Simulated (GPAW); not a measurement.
# BaZnPF (P4/nmm): G0W0 with GPAW, start to end, part 2 of 2

Aim: the G0W0 gap of BaZnPF (P4/nmm) on PBE, step by step.

GPAW 26.7.0; PBE and many-body steps on it, plane waves. Known limits of the many-body steps: not at the basis limit; d shell near the gap, gap tends to lie low; no spin-orbit coupling; coarse k mesh.

So far. Step 2 (Ground state): The gap is direct, at Γ. Step 3 (Empty states on the mesh, 4×4×1 mesh, 275 bands): On this mesh the gap is 0.458 eV.

## (4) Screening and self-energy, 4×4×1 mesh, 123 bands, screening to 48 eV

G0W0 replaces the xc potential by the self-energy, built once from these orbitals. Only a window of levels is corrected, while the sums run over the empty bands that the input names.

This step: G0W0 on PBE, plane waves, PAW.

The input, run.py:

```python
import json
import numpy as np
from gpaw.mpi import world
from gpaw.response.g0w0 import G0W0

gw = G0W0('full.gpw',
    filename='gw',
    kpts=[0],
    bands=(32, 36),
    ecut=48,
    nbands=123,
    integrate_gamma='WS',
    ppa=True)
gw.calculate()
res = {mode: {k: v for k, v in r.items() if k != 'sigma_eskwn'}
       for mode, r in gw.all_results.items()}

if world.rank == 0:
    with open('result.json', 'w') as f:
        json.dump(res, f, default=lambda x: x.tolist())
```

The run is started by

```console
mpirun -n 4 gpaw python run.py
```

Numbers of over 12 decimals in the logs are rounded to 6 here.

Log:

```text
Using integrator: PointIntegrator
FrequencyGridDescriptor(from 0.000+0.000j to 0.000+27.211j eV, 2 points)
Nonperiodic BCs:  [False False False]
Using integrator: PointIntegrator
FrequencyGridDescriptor(from 0.000+0.000j to 0.000+27.211j eV, 2 points)
Nonperiodic BCs:  [False False False]
  ___  _ _ _
 |   || | | |
 | | || | | |
 |__ ||_____|
 |___|

BZ k-points: Symmetries present (total): 8

  [... matrices ...]
16 k-points: 4 x 4 x 1 Monkhorst-Pack grid + [1/8,1/8,0.000000]
6 k-points in the irreducible part of the Brillouin zone
       k-points in crystal coordinates                weights
   0:     0.00000000    0.00000000    0.00000000          1/16
   1:     0.25000000    0.00000000    0.00000000          4/16
   2:     0.25000000    0.25000000    0.00000000          4/16
   3:     0.50000000    0.00000000    0.00000000          2/16
   4:     0.50000000    0.25000000    0.00000000          4/16
   5:     0.50000000    0.50000000    0.00000000          1/16

Distributing spins, k-points and bands (1 x 1 x 4) over 4 processes
Number of blocks: 1

Quasi particle states:
k-points (IBZ indices): [0]
Band range: (32, 36)
  [... matrices ...]
Computational parameters:
Plane wave cut-off: 48 eV
Number of bands: 123
Coulomb cutoff: None
Broadening: 0.1 eV

fxc modes: GW
Kernel: RPA
Using Godby-Needs plasmon-pole approximation:
  Fitting energy: i*E0, E0 = 1.000 Hartree
Summing all q:

Calculating screened Coulomb potential
No Coulomb truncation
FrequencyGridDescriptor(from 0.000+0.000j to 0.000+27.211j eV, 2 points)
Removing empty qpoint cache files...

Calculating chi0 body with:
    Ground state adapter containing:
    Number of spins: 1
    Number of kpoints: 16
    Number of irreducible kpoints: 6
    Number of completely occupied states: 34
    Number of partially occupied states: 34
    Occupied states memory: 16.13671875 M / cpu

    Linear response parametrization:
    q_c: [0.0, 0.0, 0.0]
    Number of frequency points: 2
    Planewave cutoff: 48.0
    Number of bands: 123
    Number of planewaves: 127
    Broadening (eta): 1e-06
    comm.size: 4
    kncomm.size: 4
    blockcomm.size: 1

    Memory estimate of potentially large arrays:
        chi0_wGG: 0.492218 M / cpu
Integrating chi0 body.

Symmetries of q_c:
    Direct symmetries (Uq -> q): 8
    Indirect symmetries (TUq -> q): 8
In total 16 allowed symmetries.

  [... matrices ...]
6 groups of equivalent kpoints. 62.5% reduction.

Integral kind: response function
Integrating chi0 head and wings.

Symmetries of q_c:
    Direct symmetries (Uq -> q): 8
    Indirect symmetries (TUq -> q): 8
In total 16 allowed symmetries.

  [... matrices ...]
6 groups of equivalent kpoints. 62.5% reduction.

Integral kind: response function wings

Calculating chi0 body with:
    Ground state adapter containing:
    Number of spins: 1
    Number of kpoints: 16
    Number of irreducible kpoints: 6
    Number of completely occupied states: 34
    Number of partially occupied states: 34
    Occupied states memory: 16.13671875 M / cpu

    Linear response parametrization:
[... the further q-points ...]

Results:
f:      Occupation numbers
eps:     KS-eigenvalues [eV]
vxc:     KS vxc [eV]
exx:     Exact exchange [eV]
sigma:   Self-energies [eV]
dsigma:  Self-energy derivatives
Z:       Renormalization factors
qp:      QP-energies [eV]

k-point 0 (0): (0.000, 0.000, 0.000)                GW
band       f     eps     vxc     exx   sigma  dsigma       Z      qp
                                                                   GW
  32   1.000   6.654 -16.074 -18.125   1.776  -0.269   0.788   6.438
  33   1.000   6.654 -16.074 -18.125   1.777  -0.269   0.788   6.438
  34   0.000   7.112 -13.036  -9.251  -2.828  -0.239   0.807   7.884
  35   0.000   8.271 -12.541  -8.849  -3.170  -0.233   0.811   8.694
```

Elapsed: 43 s, on 4 MPI ranks of Arm Neoverse V1, shared host; peak memory 2.1 GiB.

This step gave:

| Property | Result |
| --- | --- |
| G0W0 gap on the points computed | 1.446 eV |
| least direct G0W0 gap on the computed points | 1.446 eV |
| Z at the valence top | 0.7883 |
| Z at the conduction bottom | 0.8071 |
| starting gap on the mesh | 0.4582 eV |
| k of the valence top | 0, 0, 0 |
| k of the conduction bottom | 0, 0, 0 |

The gap on the mesh goes from 0.46 eV to 1.45 eV, a correction of +0.99 eV.

Limits: finite bands, cutoff and mesh; d shell near the gap, gap tends to lie low; no spin-orbit coupling; coarse k mesh. v1 is the top filled band, c1 the lowest empty one. Levels before and after the correction, in eV, zero at the valence-band top of each column:

|  | conduction bottom | valence top |
| --- | --- | --- |
| Kohn-Sham | 0.46 | 0.00 |
| G0W0 | 1.45 | 0.00 |

|  | level | energy (eV) |
| --- | --- | --- |
| Kohn-Sham | Γ v2-v1 | 0.000 |
| Kohn-Sham | Γ c1 | 0.458 |
| Kohn-Sham | Γ c2 | 1.617 |
| G0W0 | Γ v2-v1 | -0.001 |
| G0W0 | Γ c1 | 1.446 |
| G0W0 | Γ c2 | 2.256 |

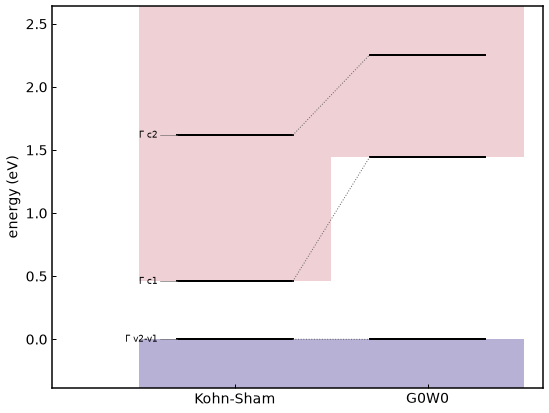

Levels before and after the correction. Shaded: valence and conduction bands.

## (5) Where the time went

Times are wall times on 4 MPI ranks of Arm Neoverse V1, shared host, good to a factor of about two.

| step | time | share | memory (GiB) |
| --- | --- | --- | --- |
| ground state | 4.3 min | 57 % | 1.0 |
| empty states on the mesh | 2.5 min | 34 % | 1.2 |
| screening and self-energy | 43 s | 9 % | 2.1 |

## (6) Results

* PBE gap: 0.46 eV, direct
* G0W0 gap on the mesh: 1.45 eV
* GW settings: 4×4×1 mesh, 123 bands, screening to 48 eV, Godby-Needs plasmon pole
* known limits: not at the basis limit; d shell near the gap, gap tends to lie low; no spin-orbit coupling; coarse k mesh

In words: G0W0 moves the gap on the mesh from 0.46 eV to 1.45 eV (+0.99 eV), with Z of 0.79 and 0.81 at the edges. Only 1 of the mesh's irreducible points was corrected, so a valley elsewhere could overtake. The dearest step here is «ground state». Bands and cutoff are finite, so the gap is not at the basis limit. The miss can reach some tenths of an eV and take either sign; the mesh is an error of its own. These stock PAW sets were not made for GW. In the G0W0 run levels were corrected at 1 k point alone, so a gap called «on the mesh» is the least over those, and an edge elsewhere would be missed. The 4×4×1 mesh is coarse for this cell, which bears on the long-range parts of exchange and screening. A d shell, filled or nearly so, lies near the gap. One-shot GW converges very slowly in bands there, not always from below, and on a semilocal start the gap tends to come out low; starts rich in exact exchange can overshoot instead. The many-body steps are scalar-relativistic: spin-orbit coupling is not in them.

[Paths, hosts, dates, memory and timing lines, banners, echoed tables and standing remarks are left out of the program output.]

[Logs are printed without paths, hosts, clocks, repeated set-up lines and the standing remarks that a program may print on its own settings, such as how far it seeks lower states.]

[Runs of the session that timed out or met a known fault of the program may be left out.]

[Hosts, paths, dates, database ids (printed as entryN), source tags and the programs' standing remarks are cut or masked in the printed files.]
